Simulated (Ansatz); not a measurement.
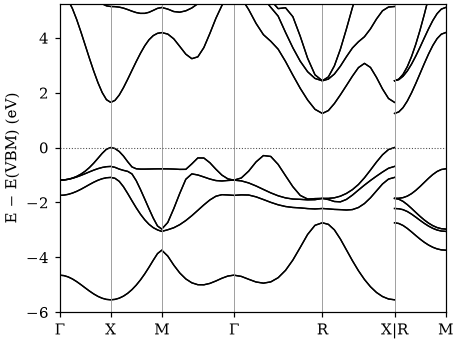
Band structure from the program Ansatz at the PBE+D3(BJ) with spin–orbit coupling level (PAW)

Read off the gap and where the band edges lie.

About 1.2 eV (1.24 eV by a search for the band edges); maximum at X, minimum at R.

The material is TlBr (CsCl type, Pm-3m).

The PBE+D3(BJ) relaxation kept the symmetry of its start; phonons on a q-mesh show no instability.

Potentials: the later of the program's two PAW sets.
